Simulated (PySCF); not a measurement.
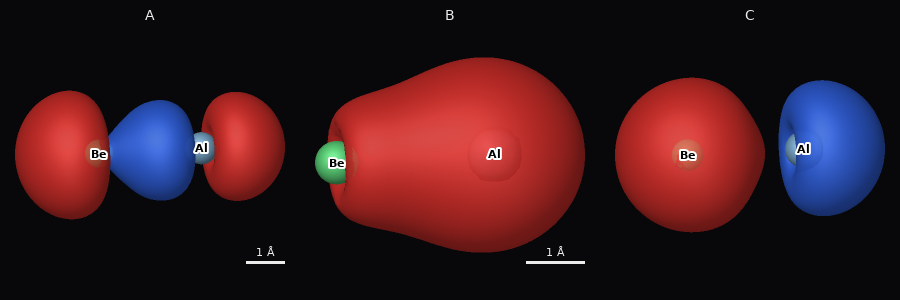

The picture shows: BeAl (charge +1). Three frontier orbitals, each drawn at the value that holds 80 % of its norm (red and blue are the two phases), in no order; of a degenerate pair one member is drawn.

Method: PBE0/def2-SVP, non-relativistic Hamiltonian with scalar-relativistic core potentials where named, at a bond length of 2.811 Å in PySCF 2.14.0.

Label each orbital by symmetry, say whether it is occupied, and order them by energy.

Answer. Orbital B: σ, occupied, −15.07 eV; mainly on Al (80 %).
Orbital C: σ, occupied, −11.64 eV; shared between the atoms (Be 60 %, Al 40 %).
Orbital A: σ, empty, −7.73 eV; shared between the atoms (Be 60 %, Al 40 %).
